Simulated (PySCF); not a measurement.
**In₂O: relaxation and vibrations of the singlet**

Aim: relax In₂O as a singlet from a bent start, check by its vibrations whether the end is a minimum, and collect its spectrum and constants.

Method: PBE0, basis O def2-TZVP, In def2-TZVP with ECP28, scalar-relativistic core potentials, no spin–orbit coupling, density fitting; program: PySCF 2.14.0.

### 1 Where the work starts

3 atoms, charge 0, spin multiplicity 1.

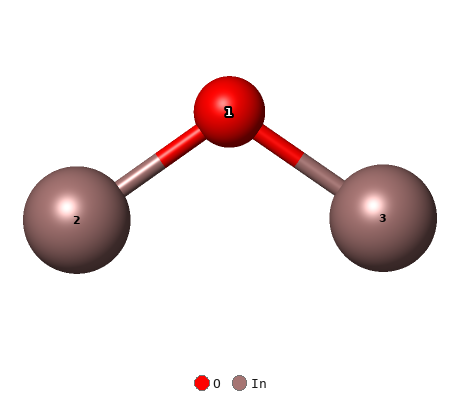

As it starts; oxygen red, indium brown; atoms are numbered from 1 in the order of the file.

```xyz
3
charge 0 multiplicity 1
O     0.0000    0.0000    0.0000
In    1.6793    0.0000    1.1758
In   -1.6793    0.0000    1.1758
```

### 2 The SCF at the typed geometry

The steps below are one call of a driver around PySCF. For each, scf.py gives the equivalent set-up of the SCF; relaxations use the driver's own optimiser. After this first run the driver tries any further starts and a stability analysis.

Input file scf.py:

```python
from pyscf import gto, scf, dft
mol = gto.M(atom='''
O      0.000000     0.000000     0.000000
In     1.679300     0.000000     1.175800
In    -1.679300     0.000000     1.175800''',
    basis={'O': 'def2-TZVP', 'In': 'def2-TZVP'},
    ecp={'In': 'def2-TZVP'},
    charge=0, spin=0)
mf = dft.RKS(mol, xc='PBE0')
mf.grids.atom_grid = (50, 194)
aux = {'O': 'def2-universal-JKFIT', 'In': 'def2-universal-JKFIT'}
mf = mf.density_fit(auxbasis=aux)
mf.conv_tol = 1e-08
mf.diis_space = 10
mf.max_cycle = 60
mf.init_guess = 'minao'
mf.verbose = 4
mf.kernel()
```

Run with:

```
> OMP_NUM_THREADS=4 python axn.py task.json out
```

Log:

```text
init E= -389.884303563803
  HOMO = -0.896505837306702  LUMO = -0.675445829111759  gap/eV = 6.01535
cycle= 1 E= -454.143764572669  delta_E= -64.3  |g|= 2.68  |ddm|= 62.6
  HOMO = 0.0246620716923918  LUMO = 0.033788113503591  gap/eV = 0.24833
cycle= 2 E= -447.197982642037  delta_E= 6.95  |g|= 5.06  |ddm|= 11.7
  HOMO = -0.295185961836186  LUMO = -0.126337400135754  gap/eV = 4.59460
cycle= 3 E= -454.385483241663  delta_E= -7.19  |g|= 2.35  |ddm|= 5.33
  HOMO = -0.270253807528018  LUMO = -0.103849177998331  gap/eV = 4.52810
cycle= 4 E= -455.347704643761  delta_E= -0.962  |g|= 0.818  |ddm|= 1.32
  HOMO = -0.216533790343477  LUMO = -0.0669169814235815  gap/eV = 4.07128
cycle= 5 E= -455.516170578711  delta_E= -0.168  |g|= 0.124  |ddm|= 0.991
  HOMO = -0.221842610692507  LUMO = -0.0641071340798405  gap/eV = 4.29220
cycle= 6 E= -455.519214570268  delta_E= -0.00304  |g|= 0.0422  |ddm|= 0.166
  HOMO = -0.221818360713347  LUMO = -0.0655117461827324  gap/eV = 4.25332
cycle= 7 E= -455.519387499587  delta_E= -0.000173  |g|= 0.0234  |ddm|= 0.0349
  HOMO = -0.223505942274254  LUMO = -0.0665341612135713  gap/eV = 4.27142
cycle= 8 E= -455.519483678869  delta_E= -9.62e-05  |g|= 0.00976  |ddm|= 0.0106
  HOMO = -0.223978486075119  LUMO = -0.0668246818763514  gap/eV = 4.27637
cycle= 9 E= -455.519500857308  delta_E= -1.72e-05  |g|= 0.00388  |ddm|= 0.00467
  HOMO = -0.224113744966871  LUMO = -0.0668474294345351  gap/eV = 4.27943
cycle= 10 E= -455.519504135912  delta_E= -3.28e-06  |g|= 0.000451  |ddm|= 0.0026
  HOMO = -0.224161104748515  LUMO = -0.0668734037565812  gap/eV = 4.28002
cycle= 11 E= -455.519504170406  delta_E= -3.45e-08  |g|= 0.000217  |ddm|= 0.000545
  HOMO = -0.224151825475257  LUMO = -0.0668699014652425  gap/eV = 4.27986
cycle= 12 E= -455.519504180045  delta_E= -9.64e-09  |g|= 2.58e-05  |ddm|= 0.000136
  HOMO = -0.224146392421266  LUMO = -0.06686771309721  gap/eV = 4.27977
Extra cycle  E= -455.519504179027  delta_E= 1.02e-09  |g|= 7.59e-05  |ddm|= 6.32e-05
converged SCF energy = -455.519504179027
```

This step, with its further starts and checks, took 5.8 s on 4 threads of Arm Neoverse V1, shared host.

The test of internal stability found no lower closed-shell solution.

### 3 Bent start, singlet: relaxation

The program finds C2v symmetry in the start, which this walk keeps. Threshold on the gradient: 0.0003 Eh/bohr, with a further test on the energy change.

scf.py: that of step 2 with these lines changed.

```diff
@@ -3,3 +3,3 @@
-O      0.000000     0.000000     0.000000
-In     1.679300     0.000000     1.175800
-In    -1.679300     0.000000     1.175800''',
+O      0.000000     0.000000    -1.099288
+In     1.679300     0.000000     0.076512
+In    -1.679300     0.000000     0.076512''',
@@ -16 +15,0 @@
-mf.init_guess = 'minao'
```

Steps of the walk:

```
step  energy (Eh)  change (kJ/mol)  largest symmetric gradient (Eh/bohr)
   0  -455.519504             0.00                               0.01968
   1  -455.522455            -7.75                               0.01028
   2  -455.527279           -20.41                               0.00788
   3  -455.530510           -28.90                               0.00576
   4  -455.530858           -29.81                               0.00686
   5  -455.531267           -30.88                               0.00566
   6  -455.531871           -32.47                               0.00173
   7  -455.532070           -32.99                               0.00324
   8  -455.532188           -33.30                               0.00041
   9  -455.532217           -33.38                               0.00120
  10  -455.532226           -33.40                               0.00012
  11  -455.532226           -33.40                               0.00003
```

The walk took 28 s.

Positions (Å) and forces (eV/Å) along the way:

```
step 0
O    0.000   0.000  -1.099   0.000   0.000   1.012
In   1.679   0.000   0.077   0.018   0.000  -0.506
In  -1.679   0.000   0.077  -0.018   0.000  -0.506
step 1
O    0.000   0.000  -1.037   0.000   0.000   0.529
In   1.707   0.000   0.045   0.289   0.000  -0.264
In  -1.707   0.000   0.045  -0.289   0.000  -0.264
step 6
O    0.000   0.000  -0.518   0.000   0.000   0.089
In   1.983   0.000  -0.214  -0.082   0.000  -0.045
In  -1.983   0.000  -0.214   0.082   0.000  -0.045
step 11
O    0.000   0.000  -0.316   0.000   0.000   0.000
In   2.000   0.000  -0.315  -0.002   0.000   0.000
In  -2.000   0.000  -0.315   0.002   0.000   0.000
```

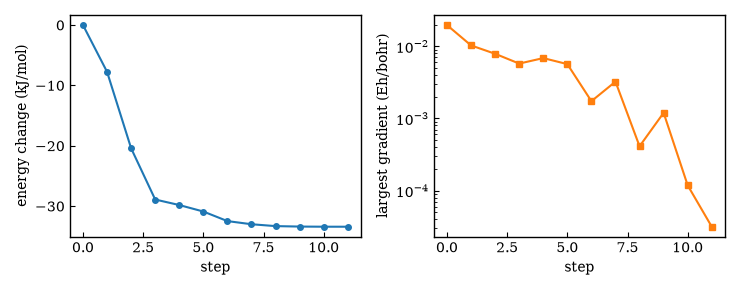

Energy and largest gradient along the walk.

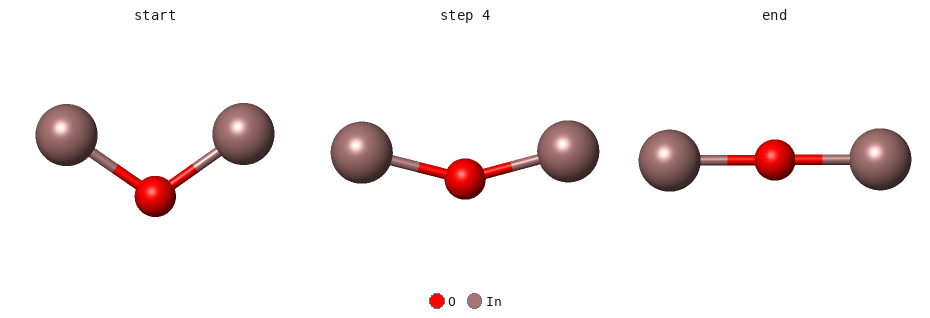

Start and end of the relaxation, with a step between.

End point (D∞h, 11 steps, 33.4 kJ/mol gained): O–In 2.000 Å (×2); In–O–In 180.0°.

### 4 Frequencies

The point is checked on the finer grid, and tightened if its gradient asks for it. The Hessian and the dipole derivatives come from central differences of analytic gradients, with steps of 0.02 bohr.

scf.py: that of step 3 with these lines changed.

```diff
@@ -3,3 +3,3 @@
-O      0.000000     0.000000    -1.099288
-In     1.679300     0.000000     0.076512
-In    -1.679300     0.000000     0.076512''',
+O      0.000000     0.000000     0.000000
+In     2.000314     0.000000     0.000000
+In    -2.000314     0.000000     0.000000''',
@@ -10 +10 @@
-mf.grids.atom_grid = (50, 194)
+mf.grids.atom_grid = (75, 302)
@@ -13 +13 @@
-mf.conv_tol = 1e-08
+mf.conv_tol = 1e-10
```

The driver hands on the density of the step before, so the log starts near convergence.

SCF at the final geometry:

```text
init E= -455.53224247228
  HOMO = -0.214986263173671  LUMO = -0.0400761420206519  gap/eV = 4.75955
cycle= 1 E= -455.532242472209  delta_E= 7.09e-11  |g|= 2.05e-05  |ddm|= 1.44e-05
  HOMO = -0.214989015381196  LUMO = -0.040076494610087  gap/eV = 4.75961
cycle= 2 E= -455.532242471657  delta_E= 5.51e-10  |g|= 5.7e-05  |ddm|= 4.03e-05
  HOMO = -0.21498696581272  LUMO = -0.0400762157668003  gap/eV = 4.75956
cycle= 3 E= -455.532242472291  delta_E= -6.34e-10  |g|= 2.99e-07  |ddm|= 2.98e-05
  HOMO = -0.21498697857173  LUMO = -0.0400762249046401  gap/eV = 4.75956
cycle= 4 E= -455.532242472282  delta_E= 9.21e-12  |g|= 6.55e-09  |ddm|= 4.98e-07
  HOMO = -0.214986978741926  LUMO = -0.0400762248177459  gap/eV = 4.75956
Extra cycle  E= -455.532242472284  delta_E= -2.5e-12  |g|= 7.37e-09  |ddm|= 1.47e-08
converged SCF energy = -455.532242472284
```

The whole step took 20 s.

Geometry: D∞h; O–In 2.000 Å (×2); In–O–In 180.0°.

Modes, for the most abundant isotopes:

```csv
symmetry,ω (cm⁻¹),IR (km/mol)
πu,55,10.9
σg+,209,0.0
σu+,755,736
```

All wavenumbers are real: a minimum.

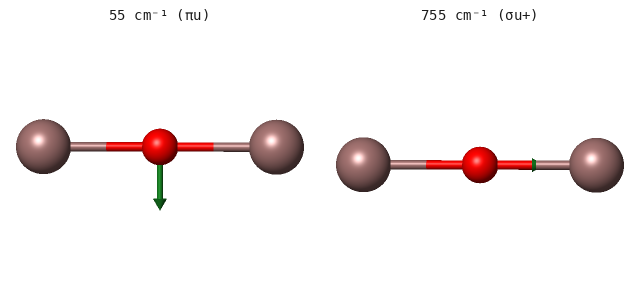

Displacements of 2 of the modes, as arrows (one member where a mode is degenerate).

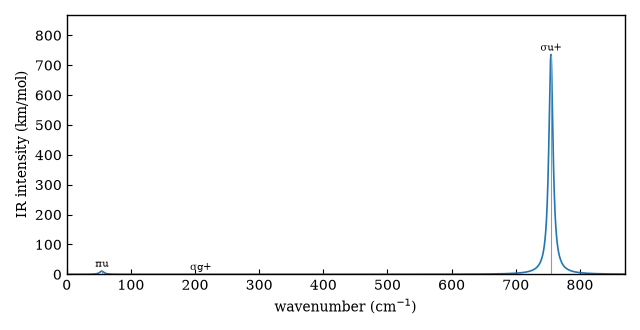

The harmonic infrared spectrum (widths in cm⁻¹). Lines are broadened to a width of 8 cm⁻¹ (Lorentzian).

Constants and moments:

```
Dipole moment                                                   : 0.00 D
Highest occupied level                                          : -5.85 eV
Lowest empty level                                              : -1.09 eV
Rotational constants                                            : 0.01833 cm⁻¹
Zero-point energy                                               : 6.4 kJ/mol
Principal polarisabilities                                      : 78.7, 78.7, 141.8 bohr³
Atomisation energy without zero-point energy                    : 750 kJ/mol
Principal traceless quadrupole moments about the centre of mass : -5.15, 2.57, 2.57 D Å
Entropy at 298.15 K and 1 bar                                   : 306.1 J/(mol K)
Heat capacity Cp at 298.15 K                                    : 56.3 J/(mol K)
Enthalpy at 298.15 K above 0 K                                  : 14.69 kJ/mol
Rotational symmetry number                                      : 2
```

Charges (e) and bond orders:

```tsv
atom	Mulliken	Löwdin	polar tensor	Mayer order to O1
O1	-0.69	-0.40	-1.31	–
In2,3	0.34	0.20	0.66	0.97
```

Mulliken populations on O1: s 3.86, p 4.83, d 0.01, f 0.00.

### 5 Results

| quantity | value |
| --- | --- |
| minimum | singlet, D∞h |
| geometry | O–In 2.000 Å (×2); In–O–In 180.0° |
| wavenumbers (cm⁻¹) | 55 (πu), 209 (σg+), 755 (σu+) |
| dipole moment | 0.00 D |
| highest occupied, lowest empty level | -5.85, -1.09 eV |
| polar-tensor charge of O1 | -1.31 e |
| zero-point energy | 6.4 kJ/mol |
| entropy at 298.15 K | 306.1 J/(mol K) |
| atomisation energy (no zero-point energy) | 750 kJ/mol |

What this shows: From C2v at the start the molecule goes to a D∞h minimum. The strongest infrared band lies at 755 cm⁻¹ (σu+). The dipole vanishes although O1 carries -1.3 e by the polar tensor: the bond dipoles cancel. Other starts or spin states, not run here, may lie lower.

The search up to here took 54 s.
